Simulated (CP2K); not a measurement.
# GeH3SF (SMILES [F][GeH2][SH]): levels of theory compared

Wanted: a comparison of 3 runs (PM3, PM6, GFN2-xTB) of GeH3SF. 

The results are computed with CP2K 2026.2.

1 further run of the same task is left out (it didn't finish).

### Step 1. The structure to begin with

GeH3SF: 6 atoms, total charge 0, spin state singlet. As SMILES, `[F][GeH2][SH]`. The shape is that of a PBE0-D4/def2-TZVP optimisation. This is one conformer, not always the lowest.

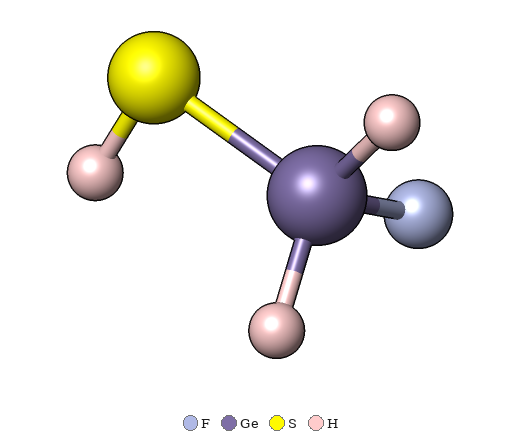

The structure, seen from a chosen angle (fluorine light blue, germanium purple, sulfur yellow, hydrogen pink).

### Step 2. Energy and gradient at PM3 (run 1)

run.inp

```
&GLOBAL
 PROJECT run
 RUN_TYPE ENERGY_FORCE
 PRINT_LEVEL MEDIUM
&END GLOBAL
&FORCE_EVAL
 METHOD QS
 &DFT
  &QS
   METHOD PM3
   EPS_DEFAULT 1.0E-10
   &SE
    &COULOMB
     CUTOFF [angstrom] 50
     RC_RANGE [angstrom] 0
    &END COULOMB
    &EXCHANGE
     CUTOFF [angstrom] 50
     RC_RANGE [angstrom] 0
    &END EXCHANGE
   &END SE
  &END QS
  &POISSON
   PERIODIC NONE
   POISSON_SOLVER ANALYTIC
  &END POISSON
  &SCF
   SCF_GUESS MOPAC
   EPS_SCF 1.0E-09
   MAX_SCF 25
   &OT
    MINIMIZER DIIS
    PRECONDITIONER FULL_ALL
   &END OT
   &OUTER_SCF
    EPS_SCF 1.0E-09
    MAX_SCF 3
   &END OUTER_SCF
  &END SCF
  &PRINT
   &MOMENTS
    PERIODIC F
    REFERENCE COM
    MAX_MOMENT 1
   &END MOMENTS
   &MO_CUBES
    NLUMO 3
    NHOMO -1
    WRITE_CUBE F
   &END MO_CUBES
   &HIRSHFELD OFF
   &END HIRSHFELD
  &END PRINT
 &END DFT
 &SUBSYS
  &CELL
   ABC 13.1 12.6 13.1
   PERIODIC NONE
  &END CELL
  &COORD
   SCALED T
   F    0.38090076   0.51925000   0.51783588
   Ge   0.50076336   0.51134524   0.46098092
   S    0.61909924   0.54047222   0.57677481
   H    0.50693130   0.39867857   0.41749237
   H    0.50587786   0.60132143   0.38272901
   H    0.61184733   0.44282143   0.61727099
  &END COORD
 &END SUBSYS
 &PRINT
  &FORCES ON
  &END FORCES
 &END PRINT
&END FORCE_EVAL
```

Launch:

```bash
$ OMP_NUM_THREADS=1 cp2k.psmp -i run.inp -o run.out
```

Standard output:

```text
CP2K| version string:                                       CP2K version 2026.2
[...]
 GLOBAL| Method name                                                        CP2K
[...]
 GLOBAL| Run type                                                   ENERGY_FORCE
[...]
                             - Atoms:                                          6
[...]
                             - Spherical basis functions:                     15
[...]
 Number of electrons:                                                         20
[...]
     1 OT DIIS     0.15E+00    0.0     0.38670717       -25.8526240788 -2.59E+01
[...]
    13 OT DIIS     0.15E+00    0.0     9.5470E-10       -27.9598467834  0.00E+00
  *** SCF run converged in    13 steps ***
  Core-core repulsion energy [eV]:                            722.68384825885630
  Core Hamiltonian energy [eV]:                             -1255.71019469815633
  Two-electron integral energy [eV]:                         -455.59955391054802
  Electronic energy [eV]:                                   -1483.50997165343028
  Total energy [eV]:                                         -760.82612339457410
  Atomic reference energy [eV]:                               758.56415241968989
  Heat of formation [kcal/mol]:                               -52.16229399349133
[...]
 SE_DIPOLE| Moment [Debye]         -0.83230888       1.51358407       1.29493911
 SE_DIPOLE| Derivative [a.u.]       0.00000000       0.00000000       0.00000000
 *** WARNING in qs_scf_post_se.F:140 :: Printing of MO cube files not ***
 *** implemented for Semi-Empirical method.                           ***
 ENERGY| Total FORCE_EVAL ( QS ) energy [hartree]            -27.959846783435861
[...]
```

Run time: 0.83 s. Hardware: 1 thread of Arm Neoverse N1, shared host; peak memory 0.14 GiB.

### Step 3. Energy and forces at PM6 (run 2)

molecule.pdb

```
HETATM    1 F    MOL A   1      -1.827   0.203   0.285  1.00  0.00           F
HETATM    2 Ge   MOL A   1      -0.257   0.103  -0.460  1.00  0.00          GE
HETATM    3 S    MOL A   1       1.293   0.470   1.057  1.00  0.00           S
HETATM    4 H    MOL A   1      -0.176  -1.316  -1.030  1.00  0.00           H
HETATM    5 H    MOL A   1      -0.190   1.237  -1.485  1.00  0.00           H
HETATM    6 H    MOL A   1       1.198  -0.760   1.587  1.00  0.00           H
END
```

molecule.inp

```
&GLOBAL
  PROJECT molecule
  RUN_TYPE ENERGY_FORCE
  PRINT_LEVEL MEDIUM
&END GLOBAL

&FORCE_EVAL
  METHOD QS
  &DFT
    CHARGE 0
    MULTIPLICITY 1
    &QS
      METHOD PM6
      EPS_DEFAULT 1.0E-10
      &SE
        &COULOMB
          CUTOFF [angstrom] 50
          RC_RANGE [angstrom] 0
        &END COULOMB
        &EXCHANGE
          CUTOFF [angstrom] 50
          RC_RANGE [angstrom] 0
        &END EXCHANGE
      &END SE
    &END QS
    &POISSON
      PERIODIC NONE
      POISSON_SOLVER ANALYTIC
    &END POISSON
    &SCF
      SCF_GUESS MOPAC
      EPS_SCF 1.0E-06
      MAX_SCF 89
      EPS_DIIS 0.5
      &DIAGONALIZATION
        ALGORITHM STANDARD
      &END DIAGONALIZATION
      &MIXING
        METHOD DIRECT_P_MIXING
        ALPHA 0.4
      &END MIXING
    &END SCF
    &PRINT
      &MOMENTS
        PERIODIC F
        REFERENCE COM
        MAX_MOMENT 1
      &END MOMENTS
      &MO ON
        ENERGIES T
        OCCUPATION_NUMBERS T
        NDIGITS 6
        &EACH
          QS_SCF 0
        &END EACH
        ADD_LAST NUMERIC
      &END MO
      &HIRSHFELD OFF
      &END HIRSHFELD
    &END PRINT
  &END DFT
  &SUBSYS
    &CELL
      ABC [angstrom] 11.1 10.6 11.1
      PERIODIC NONE
    &END CELL
    &TOPOLOGY
      COORD_FILE_NAME molecule.pdb
      COORD_FILE_FORMAT PDB
      CONN_FILE_FORMAT OFF
      &CENTER_COORDINATES
      &END CENTER_COORDINATES
    &END TOPOLOGY
  &END SUBSYS
  &PRINT
    &FORCES ON
    &END FORCES
  &END PRINT
&END FORCE_EVAL
```

Launch:

```bash
$ OMP_NUM_THREADS=1 cp2k.psmp -i molecule.inp -o molecule.out
```

Standard output:

```text
CP2K| version string:                                       CP2K version 2026.2
[...]
 GLOBAL| Method name                                                        CP2K
[...]
 GLOBAL| Run type                                                   ENERGY_FORCE
[...]
                             - Atoms:                                          6
[...]
                             - Spherical basis functions:                     20
[...]
 Number of electrons:                                                         20
[...]
     1 P_Mix/Diag. 0.40E+00    0.0     0.85469095       -25.2444737907 -2.52E+01
[...]
    23 DIIS/Diag.  0.69E-07    0.0     0.00000031       -28.2051988688 -7.92E-13
  *** SCF run converged in    23 steps ***
  Core-core repulsion energy [eV]:                            770.90397487526104
  Core Hamiltonian energy [eV]:                             -1251.85639792588063
  Two-electron integral energy [eV]:                         -573.10014024007739
  Electronic energy [eV]:                                   -1538.40646804591938
  Total energy [eV]:                                         -767.50249317065834
  Atomic reference energy [eV]:                               764.67175681969013
  Heat of formation [kcal/mol]:                               -65.27833619298973
[...]
 SE_DIPOLE| Moment [Debye]         -1.33779677       1.35076856       2.28440269
 SE_DIPOLE| Derivative [a.u.]       0.00000000       0.00000000       0.00000000
 ENERGY| Total FORCE_EVAL ( QS ) energy [hartree]            -28.205198868845407
[...]
```

Wall time 0.49 s (1 thread of Arm Neoverse N1, shared host); peak memory 0.14 GiB.

### Step 4. The energy at GFN2-xTB (run 3)

gas.inp

```
&GLOBAL
    PROJECT_NAME gas
    RUN_TYPE ENERGY
    PRINT_LEVEL MEDIUM
&END

&FORCE_EVAL
    METHOD QUICKSTEP
    &DFT
        CHARGE 0
        MULTIPLICITY 1
        &QS
            METHOD XTB
            EPS_DEFAULT 1.0E-10
            &XTB
                GFN_TYPE TBLITE
                &TBLITE
                    METHOD GFN2
                &END
                CHECK_ATOMIC_CHARGES F
            &END
        &END
        &POISSON
            PERIODIC NONE
            POISSON_SOLVER ANALYTIC
        &END
        &SCF
            SCF_GUESS ATOMIC
            EPS_SCF 1.0E-07
            MAX_SCF 96
            ADDED_MOS 2
            &DIAGONALIZATION
                ALGORITHM STANDARD
            &END
            &MIXING
                METHOD DIRECT_P_MIXING
                ALPHA 0.05
            &END
        &END
        &PRINT
            &MOMENTS
                PERIODIC F
                REFERENCE COM
                MAX_MOMENT 1
            &END
            &MO ON
                ENERGIES T
                OCCUPATION_NUMBERS T
                NDIGITS 6
                &EACH
                    QS_SCF 0
                &END
                ADD_LAST NUMERIC
            &END
            &HIRSHFELD OFF
            &END
        &END
    &END
    &SUBSYS
        &CELL
            ABC [angstrom] 19.1 18.6 19.1
            PERIODIC NONE
        &END
        &COORD
            F      7.989800     9.542550     9.783650
            Ge     9.560000     9.442950     9.038850
            S     11.110200     9.809950    10.555750
            H      9.640800     8.023350     8.469150
            H      9.627000    10.576650     8.013750
            H     11.015200     8.579550    11.086250
        &END
    &END
&END
```

Launch:

```bash
$ OMP_NUM_THREADS=1 cp2k.psmp -i gas.inp > gas.out 2>&1
```

Standard output:

```text
CP2K| version string:                                       CP2K version 2026.2
[...]
 GLOBAL| Method name                                                        CP2K
[...]
 GLOBAL| Run type                                                         ENERGY
[...]
                             - Atoms:                                          6
[...]
                             - Spherical basis functions:                     25
[...]
 Number of electrons:                                                         20
[...]
  *** SCF run converged in    17 steps ***
[...]
  Fermi energy:                                                -0.24693119482934
[...]
 TB_DIPOLE| Moment [Debye]          1.39088189      -1.31041120      -1.08223532
 TB_DIPOLE| Derivative [a.u.]       0.00000000       0.00000000       0.00000000
[...]
 ENERGY| Total FORCE_EVAL ( QS ) energy [hartree]            -11.501412289627352
[...]
```

It took 0.48 s on 1 thread of Arm Neoverse N1, shared host; peak memory 0.14 GiB.

### Step 5. The series

```csv
run,level,SCF convergence threshold,iteration cap,energy (Eh),dipole moment (D),heat of formation (kcal/mol),largest force (eV/Å),wall time
1,PM3,1e-09,25,-27.959847,2.16,-52.2,1.009,0.83 s
2,PM6,1e-06,89,-28.205199,2.97,-65.3,1.488,0.49 s
3,GFN2-xTB,1e-07,96,-11.501412,2.20,–,–,0.48 s
```

### Step 6. Summary of results

| quantity | value |
| --- | --- |
| run 3: total energy | -11.50141 Eh |
| run 3: dipole moment (from atomic charges alone) | 2.20 D |
| run 3: HOMO energy | -11.05 eV |
| run 3: LUMO energy | -5.82 eV |
| run 3: HOMO–LUMO gap | 5.22 eV |

**Reading.** The dipole moment (its size) runs from 2.16 D (PM3) to 2.97 D (PM6). Some of these are taken from atomic charges alone. Force-field and semi-empirical energies have zeros of their own, so their totals don't compare. All runs together took 1.8 s, the longest 0.83 s.
